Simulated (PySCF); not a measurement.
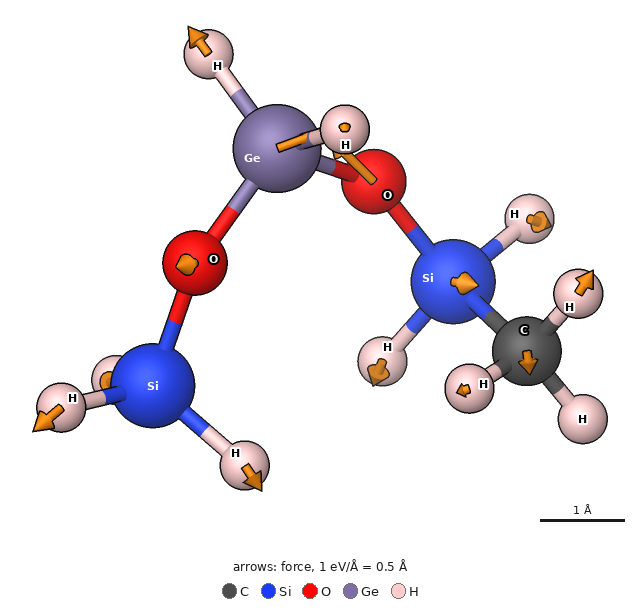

Starting geometry of CH10GeO2Si2 with the computed forces as orange arrows. The picture is a ball-and-stick view, seen from a free direction.

The start comes from GFN2-xTB. Its atoms were then displaced at random by about 0.01 Å.

Theory: PBE0-D3(BJ)/def2-SVP geometry optimisation, gas phase in PySCF 2.14.0, density-fitted response routines. 

What follows when this structure is relaxed?

Answer. It isn't relaxed: the largest force vector, on the Ge atom, is 1.74 eV/Å. The final displacements have little in common with the starting forces (cosine between the two patterns 0.00). After 20 geometry steps the energy has fallen by 8.11 kcal/mol. The atom that moves furthest after the best rigid fit is an H atom (0.90 Å). Largest moves by element: H 0.90 Å, O 0.48 Å, C 0.14 Å, Ge 0.10 Å, Si 0.10 Å. Some distances before and after: Ge–O 1.704 → 1.773 Å, O–Si 1.621 → 1.669 Å, Ge–H 1.487 → 1.533 Å, H–Si 1.452 → 1.497 Å. Bond angles that change, for instance: Ge–O–Si 148.3° → 134.9°, Si–O–Ge 142.6° → 135.5°, O–Si–H 101.8° → 108.4°. Groups turn about Ge–O by about 45°. The run took 11 min on 1 thread of Intel(R) Xeon(R) Processor @ 2.50GHz (shared host).
